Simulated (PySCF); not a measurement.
SMILES c1coc(Sc2ccsc2)c1 (C₈H₆OS₂), GFN2-xTB optimised geometry. Atoms within 1.6 Å of the plane z = 0.0 Å (x, y, z in Å): C4 (0.78, -1.44, 1.07), S5 (1.69, -0.44, -0.05), C6 (0.69, 1.02, 0.00), C7 (-0.73, 1.02, 0.00), C8 (-1.23, 2.28, 0.01), S9 (0.00, 3.48, 0.00), C10 (1.22, 2.27, 0.00), C11 (0.53, -2.78, 1.06), H14 (-1.32, 0.13, -0.01), H15 (-2.26, 2.58, 0.01), H16 (2.26, 2.55, -0.01), H17 (0.83, -3.48, 0.30).

Method: B3LYP/def2-SVP (PySCF). Cells within 0.4 Å of a nucleus heavier than hydrogen are left out (blank, or x).

Map of the electrostatic potential (hartree/e), clipped to [-0.08, 0.12] on the plane z = 0.0 Å:

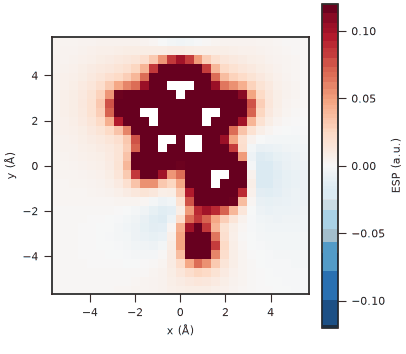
Figure: Electrostatic potential (hartree/e), clipped to [-0.08, 0.12] on the plane z = 0.0 Å.
